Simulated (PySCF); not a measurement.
**Ce(NH2)4: other functionals and bases at one geometry**

Aim: see how levels, charges and forces of Ce(NH2)4 depend on the level of theory. The structure is generated, not taken from experiment.

Computed with PySCF 2.14.0. Level: several levels, as the steps say, no spin–orbit coupling.

3 further runs of the same task are left out: 2 for a known fault of the program, 1 that didn't finish.

## (1) Starting geometry

13 atoms, charge 0, spin multiplicity 1.

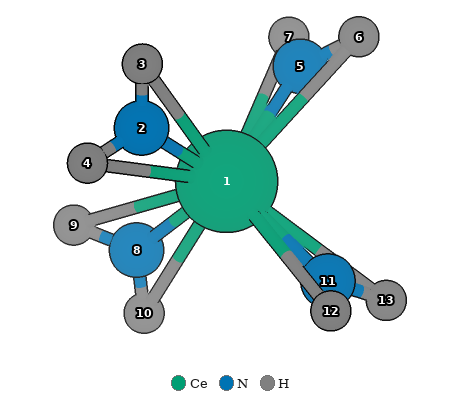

The geometry (cerium teal, nitrogen blue, hydrogen grey); atoms are numbered from 1 in the order of the file.

Geometry (Å):

```
Ce    0.0000    0.0000    0.0000
N     1.2748    1.2351    1.3018
H     1.2134    1.3763    2.3090
H     2.1261    1.7012    0.9866
N    -1.2748   -1.3018    1.2352
H    -2.1261   -0.9866    1.7012
H    -1.2134   -2.3090    1.3763
N     1.2748   -1.2351   -1.3018
H     2.1261   -1.7012   -0.9866
H     1.2134   -1.3763   -2.3090
N    -1.2748    1.3018   -1.2352
H    -1.2134    2.3090   -1.3763
H    -2.1261    0.9866   -1.7012
```

Formal oxidation states: Ce +4. The 4f shell is empty and lies in the core potential. An earlier session relaxed this geometry at PBE0, Ce lcecp-2-SVP with ECP46, N def2-SVP, H def2-SVP (singlet, point group D2).

At PBE0 on the finer grid: E = -262.074950 Eh, frontier levels not given, since the 4f levels lie in the core, Mulliken charge on Ce1 +1.21 e, largest force component 0.011 eV/Å. The large-core potential holds the 4f shell empty.

Levels to run: CAM-B3LYP; TPSS; M06-L; TPSSh; PBE0, TZVP; PBE0, x2c-SVP. Hardware: 2 threads of Arm Neoverse V1, shared host.

## (2) CAM-B3LYP

File run.py (the lines that set the calculation):

```python
mol = gto.M(atom='''
Ce     0.00000     0.00000     0.00000
N      1.27479     1.23515     1.30181
H      1.21344     1.37631     2.30901
H      2.12608     1.70123     0.98664
N     -1.27478    -1.30181     1.23516
H     -2.12609    -0.98663     1.70123
H     -1.21344    -2.30901     1.37630
N      1.27479    -1.23515    -1.30181
H      2.12608    -1.70123    -0.98664
H      1.21344    -1.37631    -2.30901
N     -1.27478     1.30181    -1.23516
H     -1.21344     2.30901    -1.37630
H     -2.12609     0.98663    -1.70123''',
    basis={'Ce': 'lcecp-2-SVP', 'N': 'def2-SVP', 'H': 'def2-SVP'},
    ecp={'Ce': 'lcecp-2-SVP'},
    charge=0, spin=0)
mf = dft.RKS(mol, xc='CAMB3LYP')
mf.grids.atom_grid = (75, 302)  # f atoms: unpruned, at least (60, 302)
mf = mf.density_fit()  # fitting sets: Ce AutoAux, N def2-universal-JKFIT, H def2-universal-JKFIT
mf.conv_tol = 1e-08; mf.max_cycle = 55
mf.kernel(dm0)  # dm0: the density of the relaxed state
```

Started as:

```sh
$ OMP_NUM_THREADS=2 python run.py
```

The program printed:

```text
init E= -262.185731415056
cycle= 1 E= -262.187538175626  delta_E= -0.00181  |g|= 0.0583  |ddm|= 0.157
cycle= 2 E= -262.187026832145  delta_E= 0.000511  |g|= 0.0766  |ddm|= 0.12
cycle= 3 E= -262.188361022592  delta_E= -0.00133  |g|= 0.00176  |ddm|= 0.0621
cycle= 4 E= -262.188362687267  delta_E= -1.66e-06  |g|= 0.00091  |ddm|= 0.00393
cycle= 5 E= -262.188363019566  delta_E= -3.32e-07  |g|= 0.000136  |ddm|= 0.00174
cycle= 6 E= -262.188363037036  delta_E= -1.75e-08  |g|= 2.77e-05  |ddm|= 0.000431
cycle= 7 E= -262.18836303794  delta_E= -9.04e-10  |g|= 2.7e-06  |ddm|= 0.000112
Extra cycle  E= -262.188363037947  delta_E= -6.71e-12  |g|= 1.79e-06  |ddm|= 7.07e-06
converged SCF energy = -262.188363037947
```

Wall time 12 s (2 threads of Arm Neoverse V1, shared host).

Read off: E = -262.188363 Eh, frontier levels not given, since the 4f levels lie in the core, Mulliken charge on Ce1 +1.19 e, largest force component 0.042 eV/Å. The large-core potential holds the 4f shell empty.

## (3) TPSS

run.py (the lines that set the calculation), as its differences from that of step 2:

```diff
@@ -17,3 +17,3 @@
     charge=0, spin=0)
-mf = dft.RKS(mol, xc='CAMB3LYP')
+mf = dft.RKS(mol, xc='TPSS')
 mf.grids.atom_grid = (75, 302)  # f atoms: unpruned, at least (60, 302)
```

Started as:

```sh
$ OMP_NUM_THREADS=2 python run.py
```

The program printed:

```text
init E= -262.374698187567
cycle= 1 E= -262.377224260664  delta_E= -0.00253  |g|= 0.0358  |ddm|=  0.2
cycle= 2 E= -262.375951924933  delta_E= 0.00127  |g|= 0.0753  |ddm|= 0.124
cycle= 3 E= -262.377632858373  delta_E= -0.00168  |g|= 0.00851  |ddm|= 0.0776
cycle= 4 E= -262.377651569316  delta_E= -1.87e-05  |g|= 0.0012  |ddm|= 0.0124
cycle= 5 E= -262.377652002462  delta_E= -4.33e-07  |g|= 3.91e-05  |ddm|= 0.00152
cycle= 6 E= -262.377652002978  delta_E= -5.17e-10  |g|= 8.59e-06  |ddm|= 7.5e-05
Extra cycle  E= -262.377652002986  delta_E= -7.39e-12  |g|= 6.82e-06  |ddm|= 2.19e-05
converged SCF energy = -262.377652002986
```

Run time: 15 s. Hardware: 2 threads of Arm Neoverse V1, shared host.

Result: E = -262.377652 Eh, frontier levels not given, since the 4f levels lie in the core, Mulliken charge on Ce1 +1.07 e, largest force component 0.328 eV/Å. The large-core potential holds the 4f shell empty.

## (4) M06-L

run.py (the lines that set the calculation), as its differences from that of step 3:

```diff
@@ -17,3 +17,3 @@
     charge=0, spin=0)
-mf = dft.RKS(mol, xc='TPSS')
+mf = dft.RKS(mol, xc='M06L')
 mf.grids.atom_grid = (75, 302)  # f atoms: unpruned, at least (60, 302)
```

Started as:

```sh
$ OMP_NUM_THREADS=2 python run.py
```

The program printed:

```text
init E= -262.303649856635
cycle= 1 E= -262.308038677129  delta_E= -0.00439  |g|= 0.0419  |ddm|= 0.243
cycle= 2 E= -262.306616449511  delta_E= 0.00142  |g|= 0.0845  |ddm|= 0.112
cycle= 3 E= -262.308489974227  delta_E= -0.00187  |g|= 0.00259  |ddm|= 0.0793
cycle= 4 E= -262.308491505589  delta_E= -1.53e-06  |g|= 0.000665  |ddm|= 0.00277
cycle= 5 E= -262.308491645915  delta_E= -1.4e-07  |g|= 0.00019  |ddm|= 0.001
cycle= 6 E= -262.308491655616  delta_E= -9.7e-09  |g|= 3.26e-05  |ddm|= 0.000339
Extra cycle  E= -262.308491654947  delta_E= 6.69e-10  |g|= 5.72e-05  |ddm|= 0.000112
converged SCF energy = -262.308491654947
```

Run time: 15 s. Hardware: 2 threads of Arm Neoverse V1, shared host.

Read off: E = -262.308492 Eh, frontier levels not given, since the 4f levels lie in the core, Mulliken charge on Ce1 +1.34 e, largest force component 0.103 eV/Å. The large-core potential holds the 4f shell empty.

## (5) TPSSh

run.py (the lines that set the calculation), as its differences from that of step 4:

```diff
@@ -17,3 +17,3 @@
     charge=0, spin=0)
-mf = dft.RKS(mol, xc='M06L')
+mf = dft.RKS(mol, xc='TPSSH')
 mf.grids.atom_grid = (75, 302)  # f atoms: unpruned, at least (60, 302)
```

Started as:

```sh
$ OMP_NUM_THREADS=2 python run.py
```

The program printed:

```text
init E= -262.340633789722
cycle= 1 E= -262.34184436432  delta_E= -0.00121  |g|= 0.007  |ddm|= 0.0929
cycle= 2 E= -262.341848922874  delta_E= -4.56e-06  |g|= 0.00435  |ddm|= 0.0155
cycle= 3 E= -262.341854245423  delta_E= -5.32e-06  |g|= 0.00185  |ddm|= 0.0083
cycle= 4 E= -262.341855145932  delta_E= -9.01e-07  |g|= 0.00102  |ddm|= 0.00265
cycle= 5 E= -262.341855382902  delta_E= -2.37e-07  |g|= 5.85e-05  |ddm|= 0.000945
cycle= 6 E= -262.341855383639  delta_E= -7.37e-10  |g|= 1.01e-05  |ddm|= 4.99e-05
Extra cycle  E= -262.341855383578  delta_E= 6.03e-11  |g|= 1.81e-05  |ddm|= 3.09e-05
converged SCF energy = -262.341855383578
```

It took 14 s on 2 threads of Arm Neoverse V1, shared host.

Read off: E = -262.341855 Eh, frontier levels not given, since the 4f levels lie in the core, Mulliken charge on Ce1 +1.17 e, largest force component 0.179 eV/Å. The large-core potential holds the 4f shell empty.

## (6) PBE0, TZVP

Basis: Ce lcecp-2-TZVP with ECP46, N def2-TZVP, H def2-TZVP. 

run.py (the lines that set the calculation), as its differences from that of step 5:

```diff
@@ -14,6 +14,6 @@
 H     -2.12609     0.98663    -1.70123''',
-    basis={'Ce': 'lcecp-2-SVP', 'N': 'def2-SVP', 'H': 'def2-SVP'},
-    ecp={'Ce': 'lcecp-2-SVP'},
+    basis={'Ce': 'lcecp-2-TZVP', 'N': 'def2-TZVP', 'H': 'def2-TZVP'},
+    ecp={'Ce': 'lcecp-2-TZVP'},
     charge=0, spin=0)
-mf = dft.RKS(mol, xc='TPSSH')
+mf = dft.RKS(mol, xc='PBE0')
 mf.grids.atom_grid = (75, 302)  # f atoms: unpruned, at least (60, 302)
@@ -21,2 +21,2 @@
 mf.conv_tol = 1e-08; mf.max_cycle = 55
-mf.kernel(dm0)  # dm0: the density of the relaxed state
+mf.kernel(dm0)  # dm0: free metal ions and neutral atoms
```

Started as:

```sh
$ OMP_NUM_THREADS=2 python run.py
```

The program printed:

```text
init E= -268.330898466877
cycle= 1 E= -261.920946710627  delta_E= 6.41  |g|= 1.44  |ddm|= 3.06
cycle= 2 E= -261.690739809223  delta_E= 0.23  |g|= 1.67  |ddm|= 2.25
cycle= 3 E= -262.326728897597  delta_E= -0.636  |g|= 0.261  |ddm|= 1.49
cycle= 4 E= -262.339501698897  delta_E= -0.0128  |g|= 0.103  |ddm|= 0.363
cycle= 5 E= -262.342474285745  delta_E= -0.00297  |g|= 0.00944  |ddm|= 0.147
cycle= 6 E= -262.342496515273  delta_E= -2.22e-05  |g|= 0.00109  |ddm|= 0.0136
cycle= 7 E= -262.342496815665  delta_E= -3e-07  |g|= 0.000393  |ddm|= 0.00118
cycle= 8 E= -262.34249686494  delta_E= -4.93e-08  |g|= 5.66e-05  |ddm|= 0.000652
cycle= 9 E= -262.34249686579  delta_E= -8.5e-10  |g|= 9.09e-06  |ddm|= 6.83e-05
Extra cycle  E= -262.342496865799  delta_E= -8.64e-12  |g|= 9.45e-06  |ddm|= 1.72e-05
converged SCF energy = -262.342496865799
```

It took 40 s on 2 threads of Arm Neoverse V1, shared host.

Read off: E = -262.342497 Eh, frontier levels not given, since the 4f levels lie in the core, Mulliken charge on Ce1 +1.73 e, largest force component 0.317 eV/Å. The large-core potential holds the 4f shell empty.

## (7) PBE0, x2c-SVP

Basis: Ce x2c-SVPall, N x2c-SVPall, H x2c-SVPall. All electrons are treated, with the spin-free X2C Hamiltonian.

run.py (the lines that set the calculation), as its differences from that of step 6:

```diff
@@ -14,8 +14,9 @@
 H     -2.12609     0.98663    -1.70123''',
-    basis={'Ce': 'lcecp-2-TZVP', 'N': 'def2-TZVP', 'H': 'def2-TZVP'},
-    ecp={'Ce': 'lcecp-2-TZVP'},
+    basis={'Ce': 'x2c-SVPall', 'N': 'x2c-SVPall', 'H': 'x2c-SVPall'},
+    nucmod='G',
     charge=0, spin=0)
 mf = dft.RKS(mol, xc='PBE0')
-mf.grids.atom_grid = (75, 302)  # f atoms: unpruned, at least (60, 302)
-mf = mf.density_fit()  # fitting sets: Ce AutoAux, N def2-universal-JKFIT, H def2-universal-JKFIT
+mf.grids.atom_grid = (99, 590)  # f atoms: unpruned, at least (60, 302)
+mf = mf.density_fit()  # fitting sets: Ce AutoAux, N AutoAux, H AutoAux
+mf = mf.sfx2c1e()
 mf.conv_tol = 1e-08; mf.max_cycle = 55
```

Started as:

```sh
$ OMP_NUM_THREADS=2 python run.py
```

The program printed:

```text
init E= -9088.95246172197
  HOMO = -0.217733216102634  LUMO = -0.0808101468316974  gap/eV = 3.72587
cycle= 1 E= -9082.54756808588  delta_E=  6.4  |g|= 0.976  |ddm|= 3.74
  HOMO = -0.286152682377007  LUMO = -0.160452433955799  gap/eV = 3.42048
cycle= 2 E= -9082.59623153799  delta_E= -0.0487  |g|= 0.839  |ddm|= 1.49
  HOMO = -0.216640863884078  LUMO = -0.110109833130173  gap/eV = 2.89886
cycle= 3 E= -9082.67077860241  delta_E= -0.0745  |g|= 0.595  |ddm|= 0.797
  HOMO = -0.223399442453562  LUMO = -0.0541359108627191  gap/eV = 4.60590
cycle= 4 E= -9082.72732653144  delta_E= -0.0565  |g|= 0.171  |ddm|= 0.467
  HOMO = -0.23708691601627  LUMO = -0.0934486677724804  gap/eV = 3.90860
cycle= 5 E= -9082.73354049837  delta_E= -0.00621  |g|= 0.0709  |ddm|= 0.214
  HOMO = -0.23500659740793  LUMO = -0.0828812035442097  gap/eV = 4.13954
cycle= 6 E= -9082.73465922539  delta_E= -0.00112  |g|= 0.00261  |ddm|= 0.0552
  HOMO = -0.235174273337927  LUMO = -0.0827366559305641  gap/eV = 4.14804
cycle= 7 E= -9082.73466071407  delta_E= -1.49e-06  |g|= 0.000261  |ddm|= 0.00211
  HOMO = -0.235167574295227  LUMO = -0.0827188399538473  gap/eV = 4.14834
cycle= 8 E= -9082.73466073673  delta_E= -2.27e-08  |g|= 4.71e-05  |ddm|= 0.000441
  HOMO = -0.235166045068655  LUMO = -0.0827121480997268  gap/eV = 4.14848
cycle= 9 E= -9082.73466073783  delta_E= -1.1e-09  |g|= 1e-05  |ddm|= 9.3e-05
  HOMO = -0.235166263238825  LUMO = -0.0827136707879828  gap/eV = 4.14845
Extra cycle  E= -9082.73466073791  delta_E= -8.19e-11  |g|= 1.2e-05  |ddm|= 3.4e-05
converged SCF energy = -9082.73466073791
```

Wall time 78 s (2 threads of Arm Neoverse V1, shared host).

Result: E = -9082.734661 Eh, HOMO -6.40 eV, LUMO -2.25 eV, Mulliken charge on Ce1 +0.62 e, largest force component 0.088 eV/Å. 

## (8) Results

| level | state | charge on Ce1 (e) | dipole (D) | largest force (eV/Å) | basis functions | time |
| --- | --- | --- | --- | --- | --- | --- |
| PBE0 (relaxed here) | singlet | 1.21 | 0.00 | 0.01 | 126 | 30 s |
| CAM-B3LYP | singlet | 1.19 | 0.00 | 0.04 | 126 | 12 s |
| TPSS | singlet | 1.07 | 0.00 | 0.33 | 126 | 15 s |
| M06-L | singlet | 1.34 | 0.00 | 0.10 | 126 | 15 s |
| TPSSh | singlet | 1.17 | 0.00 | 0.18 | 126 | 14 s |
| PBE0, TZVP | singlet | 1.73 | 0.00 | 0.32 | 219 | 40 s |
| PBE0, x2c-SVP | singlet | 0.62 | 0.00 | 0.09 | 181 | 78 s |

Times are on 2 threads of Arm Neoverse V1, shared host; the first row also made further properties.

The largest leftover force, 0.33 eV/Å with TPSS, stands at a geometry relaxed at another level. The Mulliken charge on Ce spans +0.62 to +1.73 e over the levels. With 4f in the core, its levels are missing from HOMO and gap. Total energies of different levels can't be compared. Spin–orbit coupling is left out throughout.
